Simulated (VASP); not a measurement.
Band structure of Mg$_{2}$Ge (antifluorite). Method: optB86b-vdW, VASP's PBE PAW potentials (set 64) (plane waves; VASP).

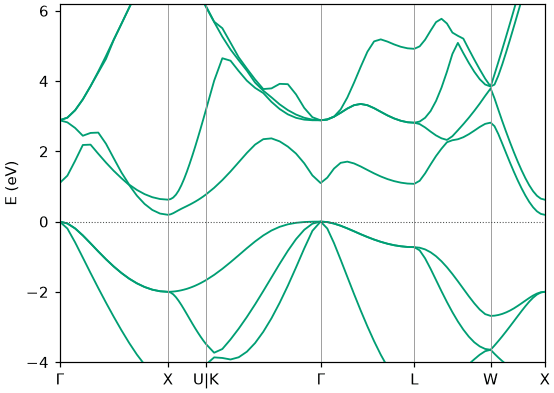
*Bands along high-symmetry lines, zero at the valence-band maximum or, without a gap, the Fermi level*

Task: Read the plot: is there a gap, and where are the band edges?

Result: The gap is indirect, 0.19 eV, from the valence maximum at Γ to the conduction minimum at X. (Edges off the drawn lines would not show.)

Measured: gap 0.74 eV (computed value off by -0.55 eV), as given by Byungki Ryu et al., Journal of the Korean Physical Society (2019), arXiv:1905.06140.

The compound is Mg2Ge in the antifluorite structure. It was relaxed first.
